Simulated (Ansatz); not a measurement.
# Calculations on C2H6O3Si

## 1. Relaxation

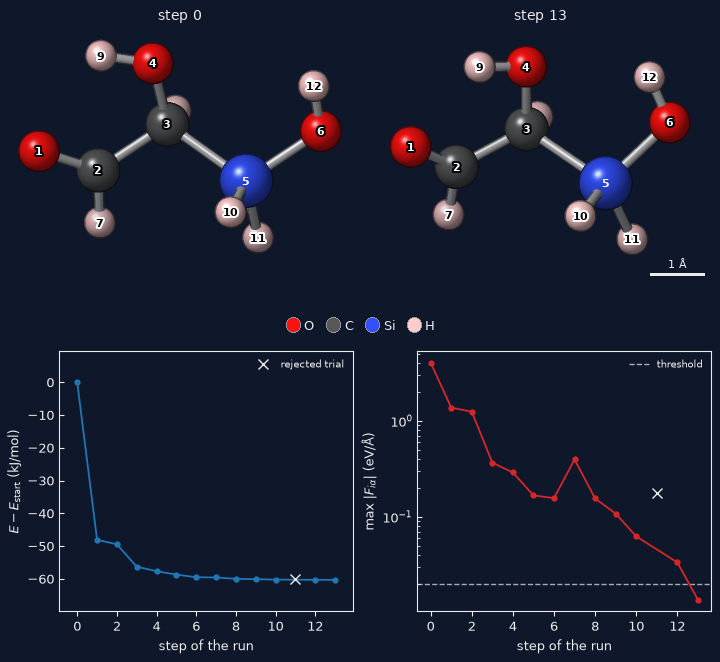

First and last geometry of a relaxation of C2H6O3Si, with the history of the run. A ball-and-stick model, seen at a tilt.

The run prepares an end point of a later path (hydrogen shift) calculation, from a guessed geometry.

Theory: RKS PBE0/def2-SVP (Ansatz 0.2.0).

Input file:
```yaml
crystal:
  periodic: [false, false, false]
  atoms:
    - { symbol: O, position_ang: [1.201, -1.7857, 1.6488] }
    - { symbol: C, position_ang: [0.7852, -1.4371, 0.5013] }
    - { symbol: C, position_ang: [-0.3819, -0.4539, 0.239] }
    - { symbol: O, position_ang: [-0.7497, 0.0719, 1.5076] }
    - { symbol: Si, position_ang: [0.1438, 0.8421, -1.0397] }
    - { symbol: O, position_ang: [-1.0327, 2.0233, -1.2406] }
    - { symbol: H, position_ang: [1.2632, -1.9103, -0.383] }
    - { symbol: H, position_ang: [-1.1348, -1.0245, -0.1745] }
    - { symbol: H, position_ang: [-0.4149, -0.4782, 2.2528] }
    - { symbol: H, position_ang: [1.3882, 1.536, -0.5766] }
    - { symbol: H, position_ang: [0.3985, 0.185, -2.2994] }
    - { symbol: H, position_ang: [-1.389, 2.3764, -0.4015] }
basis:
  gaussian: { orbitals: def2-SVP }
hamiltonian:
  xc: pbe0
relax:
  f_tol: 0.02
  max_steps: 50
output:
  orbitals: {}
```

Launched with:
```bash
ansatz run input.yaml --threads 2 --pin off --max-ram 3072MiB --backend cpu --events-out ev --progress --plain --runs-dir out
```

> Read the history and describe the run.

It converged. H12 moves most after the best rigid fit: 0.49 Å. By element the largest moves are H 0.49 Å, O 0.34 Å, C 0.13 Å, Si 0.06 Å. Near-neighbour distances that change, for instance: C3–H8 1.031 → 1.109 Å, C2–C3 1.548 → 1.485 Å, O1–C2 1.269 → 1.209 Å, Si5–H11 1.443 → 1.488 Å. Bond angles that change, for instance: O4–C3–Si5 114.9° → 103.1°, C3–O4–H9 112.4° → 104.5°, C3–Si5–O6 111.6° → 104.1°. Groups turn about C3–O4 by about 25°. Over 12 accepted moves (13 points after the start) the energy falls by 60.3 kJ/mol. The largest force component goes from 4.1 to 0.014 eV/Å. The line search rejected the trial step at point 11 of the run.

## 2. Relaxation

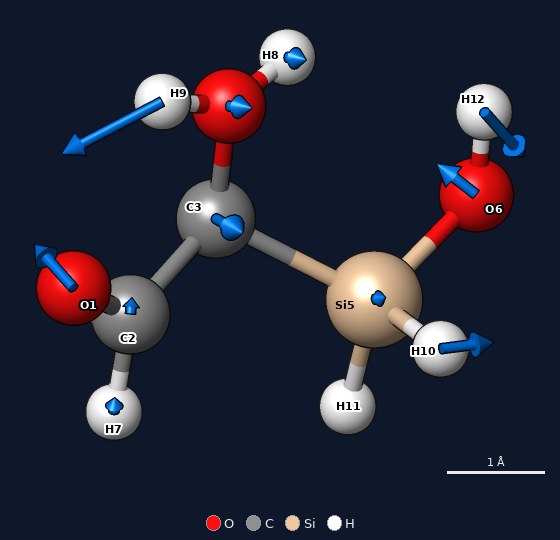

This is a relaxation of C2H6O3Si. The starting structure is drawn; blue arrows show the displacements, at their true length. The two geometries are superimposed by the best rigid fit.

A ball-and-stick model, seen at a tilt.

The run prepares an end point of a later path (hydrogen shift) calculation, from a guessed geometry.

Computed with Ansatz, RKS PBE0/def2-SVP.

The input:
```yaml
crystal:
  periodic: [false, false, false]
  atoms:
    - { symbol: O, position_ang: [1.201, -1.7857, 1.6488] }
    - { symbol: C, position_ang: [0.7852, -1.4371, 0.5013] }
    - { symbol: C, position_ang: [-0.3819, -0.4539, 0.239] }
    - { symbol: O, position_ang: [-0.7497, 0.0719, 1.5076] }
    - { symbol: Si, position_ang: [0.1438, 0.8421, -1.0397] }
    - { symbol: O, position_ang: [-1.0327, 2.0233, -1.2406] }
    - { symbol: H, position_ang: [1.2632, -1.9103, -0.383] }
    - { symbol: H, position_ang: [-1.44771, 0.69697, 1.18796] }
    - { symbol: H, position_ang: [-0.4149, -0.4782, 2.2528] }
    - { symbol: H, position_ang: [1.3882, 1.536, -0.5766] }
    - { symbol: H, position_ang: [0.3985, 0.185, -2.2994] }
    - { symbol: H, position_ang: [-1.389, 2.3764, -0.4015] }
basis:
  gaussian: { orbitals: def2-SVP }
hamiltonian:
  xc: pbe0
relax:
  f_tol: 0.02
  max_steps: 50
```

Launched with:
```bash
ansatz run input.yaml --threads 2 --pin off --max-ram 3072MiB --backend cpu --events-out ev --progress --plain --runs-dir out
```

> Which element moves most?

Hydrogen: up to 1.20 Å, against 0.75 Å for oxygen.

> What did the optimiser do to the structure, and how much energy did it gain?

The largest move after the best rigid fit is that of H9, 1.20 Å. Largest moves by element: H 1.20 Å, O 0.75 Å, C 0.62 Å, Si 0.16 Å. Near-neighbour distances that change, for instance: O1–H9 2.165 → 0.970 Å, O4–H9 0.985 → 2.152 Å, C2–C3 1.548 → 1.347 Å, O1–C2 1.269 → 1.340 Å. New bonds form, among them: O1–H9 (2.16 → 0.97 Å). Bonds break, among them: O4–H9 (0.98 → 2.15 Å). Among the angles between lasting bonds that change: C2–C3–Si5 109.8° → 127.2°, C3–Si5–O6 111.6° → 100.2°, C2–C3–O4 106.2° → 116.2°. Groups turn about Si5–O6 by about 110°. Over 19 accepted moves (20 points after the start) the energy falls by 3.659 eV. The largest force component goes from 4.5 to 0.012 eV/Å. The line search rejected the trial step at point 17 of the run.

## 3. Path

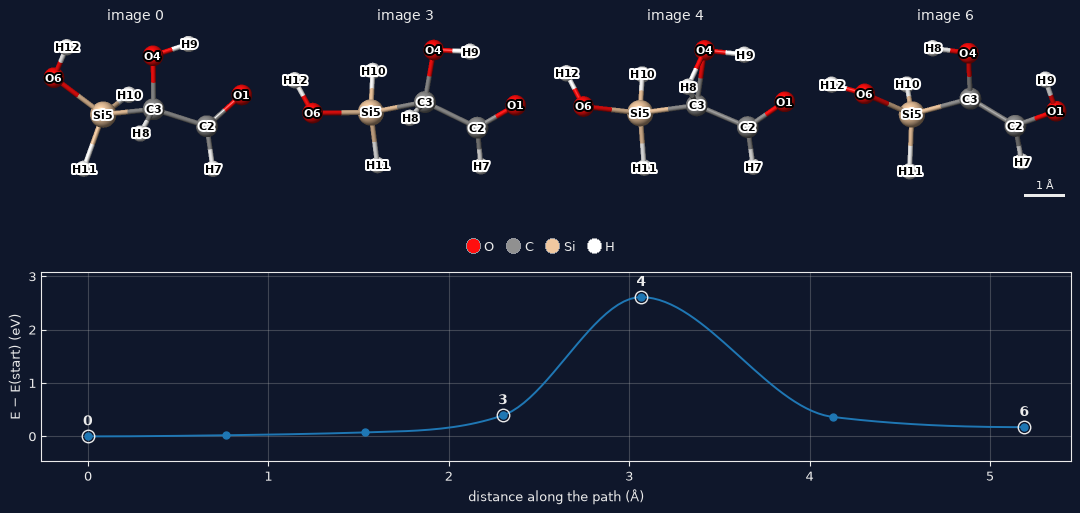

NEB run on C$_{2}$H$_{6}$O$_{3}$Si. Images are numbered from 0 (start) to 6 (end). A ball-and-stick model, seen from a free direction.

Theory: Ansatz, RKS PBE0/def2-SVP. Run with 5 movable images; climbing image; force threshold 0.05 eV/Å; iteration limit 58; starting path through a guess of the saddle point.

> What happens along the path, and what is the barrier?

Forward barrier 2.61 eV, backward barrier 2.44 eV, with image 4 at the top; the reaction energy is +0.17 eV. Breaking: C3–H8 (1.11 → 1.29 at the top → 1.91 Å), O4–H9 (0.98 → 1.02 at the top → 2.15 Å). Forming: O1–H9 (2.00 → 1.62 at the top → 0.97 Å), O4–H8 (2.09 → 1.17 at the top → 0.97 Å). The band converged in 23 iterations. The largest component of the band force went from 30 to 0.035 eV/Å. The climbing image converged on the top of the path. Its vibrational analysis gives 2 imaginary modes over 30i cm⁻¹, so it isn't confirmed as a transition state.
